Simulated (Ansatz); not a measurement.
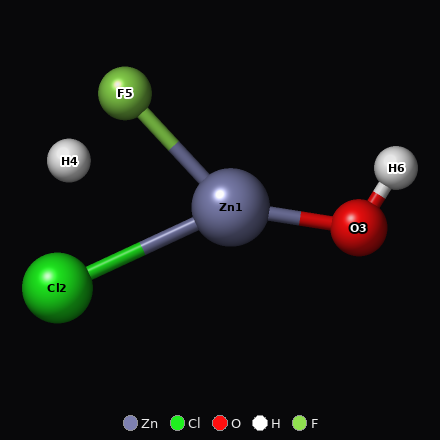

The system is the reacting system ClFH₂OZn (fragments ClHOZn + FH where the first distance is long, ClFH₂OZn where the second is long); the picture shows the reference structure. The first coordinate is: distance Cl2–H4 (bond that forms); the second: distance H4–F5 (bond that breaks). Relaxed at each point: all other coordinates. The scan uses an 8 × 8 grid. Points are written as (first, second). Energies are in kJ/mol, from the lowest grid point. The reference is spin-restricted, so regions where a bond is pulled apart into radicals lie too high. Level of theory: RKS PBE0-D4/def2-SVP in Ansatz 0.2.0.

Its coordinates:

```xyz
6

Zn   -0.3003   -0.2284   -0.1484
Cl    1.9958   -1.2870    0.5188
O    -1.9265   -0.5263   -0.7953
H     1.7345    0.4342    0.7092
F     0.9539    1.3320    0.5719
H    -2.4575    0.2755   -0.8563
```

Range: distance Cl2–H4 (bond that forms) from 1.197 to 2.397 Å; distance H4–F5 (bond that breaks) from 0.819 to 2.319 Å.

What will the energy surface look like?

The lowest grid point is at (2.187 Å, 0.951 Å). It is the only kind of minimum in the scanned range. The highest grid point, (1.197 Å, 0.819 Å), lies 519 kJ/mol above the lowest.

| second ↓, first → | 1.197 | 1.302 | 1.448 | 1.613 | 1.793 | 1.985 | 2.187 | 2.397 |
| --- | --- | --- | --- | --- | --- | --- | --- | --- |
| 2.319 | 95 | 78 | 104 | 166 | 242 | 319 | 388 | 445 |
| 2.056 | 91 | 72 | 96 | 153 | 224 | 295 | 358 | 409 |
| 1.804 | 90 | 67 | 84 | 134 | 196 | 257 | 311 | 354 |
| 1.564 | 97 | 65 | 70 | 106 | 153 | 200 | 241 | 275 |
| 1.339 | 124 | 75 | 57 | 69 | 95 | 123 | 149 | 171 |
| 1.132 | 188 | 108 | 54 | 34 | 33 | 41 | 52 | 63 |
| 0.951 | 318 | 195 | 95 | 39 | 12 | 2 | 0 | 3 |
| 0.819 | 519 | 355 | 215 | 131 | 85 | 62 | 53 | 51 |

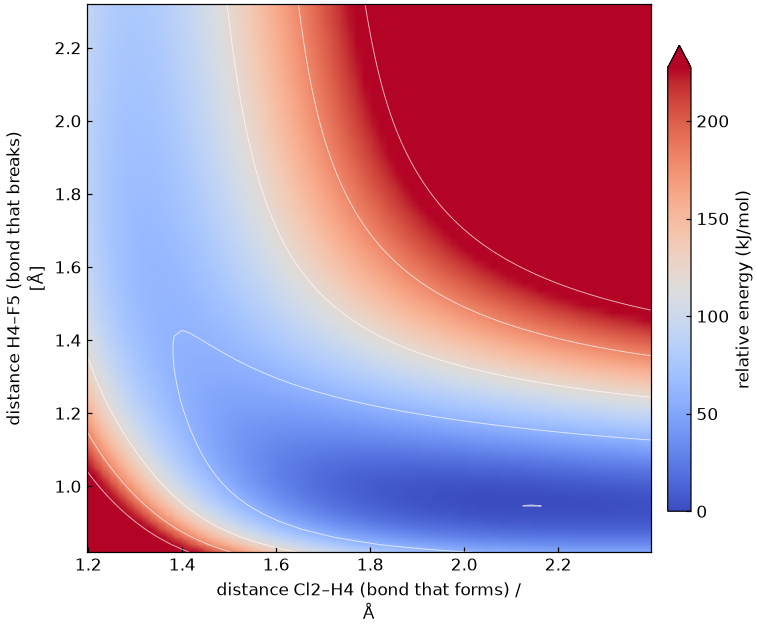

In the figure: a smooth colour map with a few white contour lines, one colour for all values above the top of the scale. Between grid points the surface is interpolated.

Time for the 64 points that were run: 21 min on 1 thread of Arm Neoverse V2, with other jobs on the host.
